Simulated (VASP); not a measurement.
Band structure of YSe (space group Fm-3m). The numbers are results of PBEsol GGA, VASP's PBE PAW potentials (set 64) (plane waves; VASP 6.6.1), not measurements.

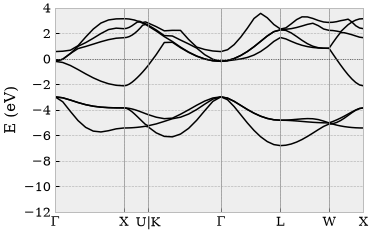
Figure. Bands along high-symmetry lines, zero at the valence-band maximum or, without a gap, the Fermi level

### Question
Read the plot: is there a gap, and where are the band edges?

### Answer
It has no gap at this level: it comes out as a metal or semimetal.

The structure comes from a computed database's YSe entry (Fm-3m); how it stands against other phases isn't given here. The cell was not relaxed at this level. The electron count is odd and the run is not spin-polarised, which forces a metal.
